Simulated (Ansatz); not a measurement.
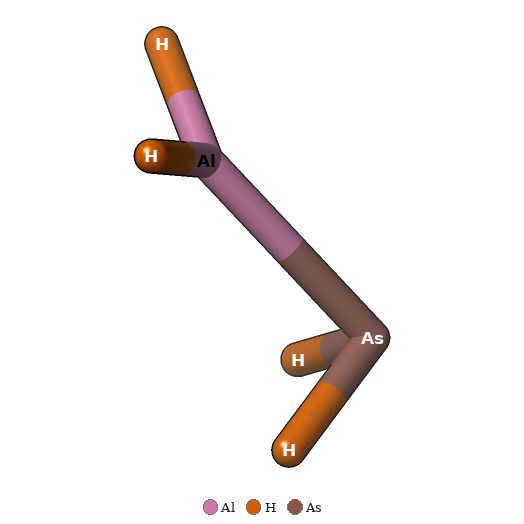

Description:

The molecule is AlAsH₄. The point group is Cs. Coordination: 1 Al trigonal planar; 1 As trigonal pyramidal.

More results for the same structure follow; atom numbers are the same in all pictures, views and colours differ. Computed geometry: PBE0-D4/def2-TZVP optimisation.

Vibrations

Harmonic vibrations computed with RKS PBE0-D4/def2-TZVP (Ansatz 0.2.0) at a stationary point of the same level.

> How many vibrational modes are there, and where do they lie?

12 modes: 166, 338, 351, 388, 601, 609, 773, 981, 1916, 1931, 2205, 2219 cm⁻¹.

Dipole moment

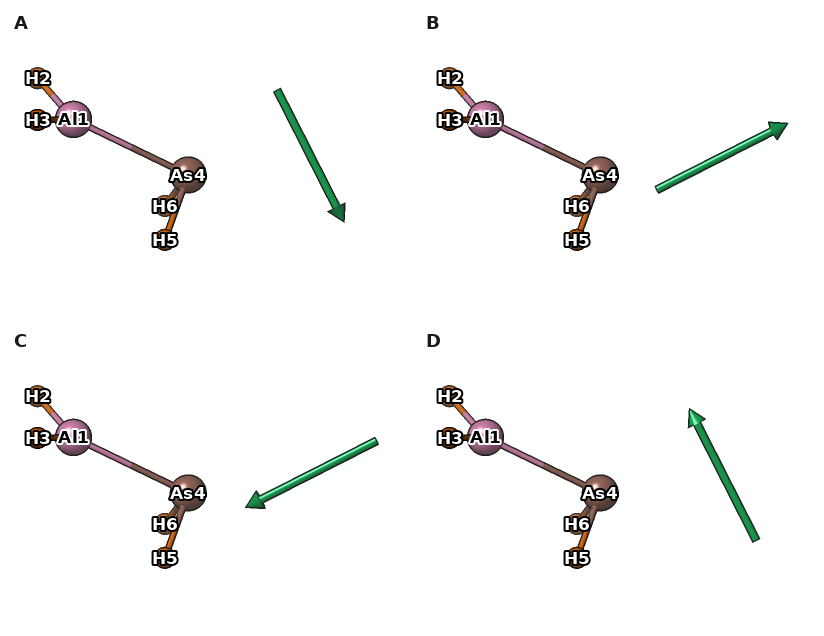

The same molecule four times, each with an arrow. Level of theory: RKS PBE0-D4/def2-TZVP (Ansatz 0.2.0).

> Which arrow points along the dipole moment, from the negative to the positive end?

C. The dipole moment is 0.41 D; it points from the side of As4 to the side of H2, H3 (the outermost atoms at the two ends).

Electronic properties

Method: RKS PBE0-D4/def2-TZVPP (Ansatz 0.2.0).

What does the calculation give?

- HOMO energy (Kohn–Sham orbital): −7.17 eV
- LUMO energy (Kohn–Sham orbital): −1.71 eV
- HOMO–LUMO gap: 5.46 eV
